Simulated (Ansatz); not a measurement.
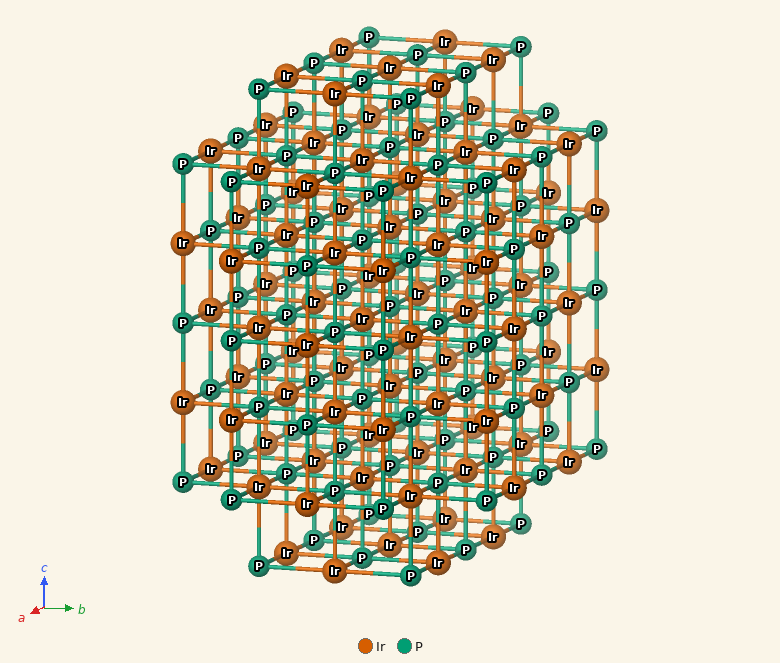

System PIr (space group Fm-3m, No. 225); source of the atomic positions: the geometry relaxed with Ansatz 0.2.0, DFT, PBE, PAW with Ansatz's default frozen-core files, scalar-relativistic; the starting structure was generated, so it need not be a known form of this composition.

Bonds are taken as Ir–P below 2.8 Å; no other contact counts. Atoms with one bond or none are removed and atoms with two bonds are replaced by edges, until no such atom is left.

### What kind of net remains, and which atoms are its nodes?

A uninodal 6-connected, three-periodic net: Ir and P are 6-connected nodes.

### Name the underlying net.

It is the pcu net, known from NaCl, ReO3 and the B-X framework of perovskite.

### Is the net interpenetrated?

It is a single net, without interpenetration.

### How many nodes does the smallest cycle have?

Four.

### Give the first eight terms of the coordination sequence (nodes one, two, three … edges away).

Ir and P: 6, 18, 38, 66, 102, 146, 198, 258.

The simplified net, drawn on the atoms' positions. Nodes are coloured by element. Short stubs are edges that leave the cut-out.

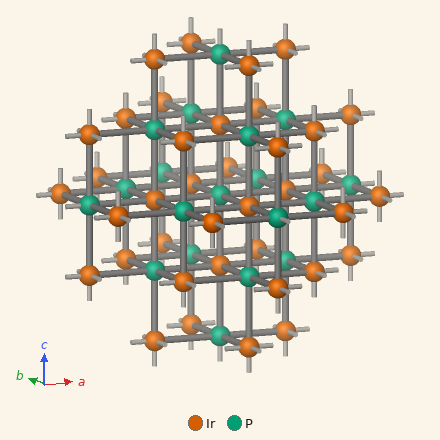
